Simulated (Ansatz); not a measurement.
**Si2H6O (disilanol): CCSD(T)/def2-SVPD**

What is the vertical ionisation energy of Si2H6O (disilanol) at CCSD(T)/def2-SVPD? 

The calculation is run with Ansatz 0.2.0.

30 further runs of the same task are left out: 30 set aside as unsound or not needed.

### Step 1. The structure to begin with

Si2H6O: 9 atoms, total charge 0, spin state singlet. SMILES: `O[SiH2][SiH3]`. Geometry: relaxed at PBE0-D4/def2-TZVP. This is one conformer, not always the lowest.

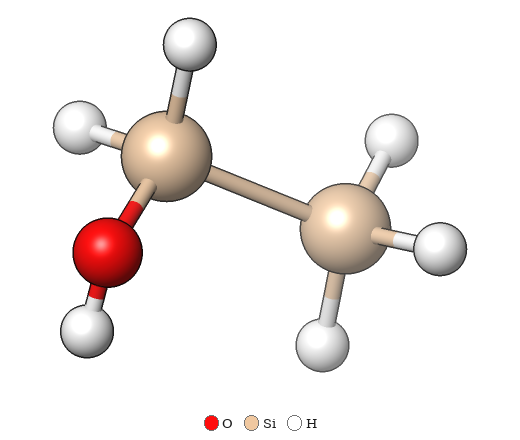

Viewed from a chosen angle; oxygen red, silicon light orange, hydrogen white.

### Step 2. A single-point energy at CCSD(T)/def2-SVPD

The input, input.yaml:

```yaml
crystal:
  periodic: [false, false, false]
  atoms:
    - {symbol: O, position_ang: [-1.609000, 1.039900, -0.762000]}
    - {symbol: Si, position_ang: [0.004800, 0.933100, -0.415900]}
    - {symbol: Si, position_ang: [0.544200, -1.038400, 0.738600]}
    - {symbol: H, position_ang: [-1.996600, 0.341400, -1.290800]}
    - {symbol: H, position_ang: [0.830600, 0.994500, -1.657800]}
    - {symbol: H, position_ang: [0.311400, 2.125200, 0.413000]}
    - {symbol: H, position_ang: [2.012900, -1.104800, 0.974500]}
    - {symbol: H, position_ang: [0.146200, -2.228200, -0.066200]}
    - {symbol: H, position_ang: [-0.156000, -1.109100, 2.049500]}
basis:
  gaussian:
    orbitals: def2-SVPD
correlation:
  method: ccsd_t
  frozen_orbitals: {H: 0, O: 1, Si: 5}
accuracy: high
scf:
  omitted_lower_state_checks: [cluster_reference, increment]
```

On the command line:

```console
$ ansatz run input.yaml --threads 1 --pin off --max-ram 3480MiB --events-out events.jsonl --progress --plain --runs-dir runs
```

What it wrote, cut to the lines that bear on the results:

```text
Warning: RAYON_NUM_THREADS=1 ignored (pool sized by the plan → 1); use --threads N
Functional definition: HF
  name "HF"
[...]
2341 factors; integrals over basis functions are off by at most 3.8e-9 eV
[...]
mean field -17851.15631772 eV, -656.0178947278 hartree, gradient 2.6e-8 eV, S^2 0.000000; 0 other end points of the search recorded, 0 dependent functions left out
11 core orbitals not correlated: weight in the atoms' cores, before any rotation towards them, 1.000 or more for the frozen orbitals, at most 0.000 for the correlated occupied ones
reference -17851.15631772 eV, -656.0178947278 hartree; 10, 10 occupied and 98, 98 virtual orbitals, 2341 factors
second order -11.23421731 eV of doubles, -0.00000000 eV of singles
cycle   1  -12.06983226 eV  change   -8.4e-1 eV  update   9.3e-2
[...]
cycle  22  -12.55851526 eV  change  -1.4e-10 eV  update  8.7e-10
perturbative correction -0.33275514 eV, -0.0122285259 hartree
Total energy: -17864.04758812 eV, -656.4916401770 hartree
Checks for a lower state left out: cluster_reference, increment
```

Run time: 38 s. Hardware: 1 thread of Arm Neoverse V1, shared host; peak memory 1 GiB.

### Step 3. The doublet cation at the same level

The input, in.yaml:

```yaml
basis:
  gaussian:
    orbitals: def2-SVPD
crystal:
  periodic: [false, false, false]
  atoms:
    - {symbol: O, position_ang: [-1.609000, 1.039900, -0.762000]}
    - {symbol: Si, position_ang: [0.004800, 0.933100, -0.415900]}
    - {symbol: Si, position_ang: [0.544200, -1.038400, 0.738600]}
    - {symbol: H, position_ang: [-1.996600, 0.341400, -1.290800]}
    - {symbol: H, position_ang: [0.830600, 0.994500, -1.657800]}
    - {symbol: H, position_ang: [0.311400, 2.125200, 0.413000]}
    - {symbol: H, position_ang: [2.012900, -1.104800, 0.974500]}
    - {symbol: H, position_ang: [0.146200, -2.228200, -0.066200]}
    - {symbol: H, position_ang: [-0.156000, -1.109100, 2.049500]}
total_charge: 1
magnetization:
  spin_polarized: true
  initial_magnetization: 1
correlation:
  method: ccsd_t
  frozen_orbitals: {H: 0, O: 1, Si: 5}
accuracy: high
scf:
  omitted_lower_state_checks: [cluster_reference, increment]
```

On the command line:

```console
$ ansatz run in.yaml --threads 1 --pin off --max-ram 3480MiB --events-out events.jsonl --progress --plain --runs-dir runs
```

What it wrote, cut to the lines that bear on the results:

```text
Warning: RAYON_NUM_THREADS=1 ignored (pool sized by the plan → 1); use --threads N
[... 2 set-up lines as earlier in the session ...]
[...]
2341 factors; integrals over basis functions are off by at most 3.8e-9 eV
[...]
mean field -17841.52378803 eV, -655.6639057909 hartree, gradient 6.2e-8 eV, S^2 0.763901; 1 other end points of the search recorded, 0 dependent functions left out
11 core orbitals not correlated: weight in the atoms' cores, before any rotation towards them, 1.000 or more for the frozen orbitals, at most 0.000 for the correlated occupied ones
reference -17841.52378803 eV, -655.6639057909 hartree; 10, 9 occupied and 98, 99 virtual orbitals, 2341 factors
second order -10.77724235 eV of doubles, -0.00000000 eV of singles
cycle   1  -11.51779021 eV  change   -7.4e-1 eV  update   1.1e-1
[...]
cycle  33  -12.09942607 eV  change  -6.9e-10 eV  update   1.4e-9
perturbative correction -0.35649245 eV, -0.0131008557 hartree
Total energy: -17853.97970655 eV, -656.1216523536 hartree
Checks for a lower state left out: cluster_reference, increment
```

Wall time 2.6 min (1 thread of Arm Neoverse V1, shared host); peak memory 2.3 GiB.

### Step 4. Summary of results

At CCSD(T)/def2-SVPD, 11 core orbitals frozen:

| quantity | value |
| --- | --- |
| singlet Si2H6O: total energy | -656.49164 Eh |
| singlet Si2H6O: correlation energy (11 core orbitals frozen) | -473.7 mEh |
| singlet Si2H6O: (T) correction | -12.23 mEh |
| singlet Si2H6O: T1 diagnostic | 0.014 |
| doublet cation: total energy | -656.12165 Eh |
| doublet cation: correlation energy (11 core orbitals frozen) | -457.7 mEh |
| doublet cation: (T) correction | -13.10 mEh |
| doublet cation: ⟨S²⟩ of the reference determinant | 0.764 |
| doublet cation: T1 diagnostic | 0.026 |
| vertical ionisation energy (to the doublet cation) | 10.068 eV |

In words: The vertical ionisation energy comes to 10.07 eV (971 kJ/mol). The triples (singlet Si2H6O) make up 2.6 % of the correlation energy. The triples (doublet cation) make up 2.9 % of the correlation energy.
